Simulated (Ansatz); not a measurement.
```xyz
9

C    -2.5823    1.6333    0.0616
C    -1.8186    0.6856   -0.0876
C     1.5512   -0.2103   -0.6680
C     2.6803    0.2342   -0.8450
F    -0.4719   -2.0638    1.2110
F    -0.9842   -1.9912   -1.8757
Hf   -0.4549   -0.9866   -0.3533
H    -3.2505    2.4684    0.1923
H     3.6710    0.6283   -1.0002
```

Geometry: PBE0-D4/def2-SVP; core potentials replace the inner electrons of Hf.

Computed with Ansatz, isolated molecule in a Gaussian basis; Kohn-Sham density functional theory, functional PBE0.

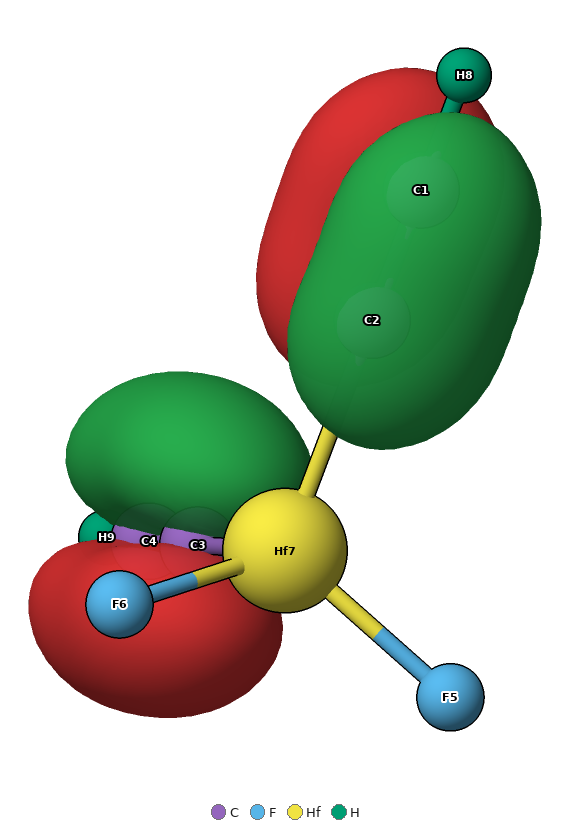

C4H2F2Hf (SMILES C#[C][Hf]([F])([F])[C]#C). One frontier orbital at ±0.1 Å⁻³ᐟ² (green and red are the two phases), seen at an oblique angle.

> Which orbital is it: HOMO or LUMO?

The HOMO, at −8.48 eV. It lies mainly on C1 (about 25 %), C4 (about 25 %), C2 (about 20 %) and C3 (about 20 %).
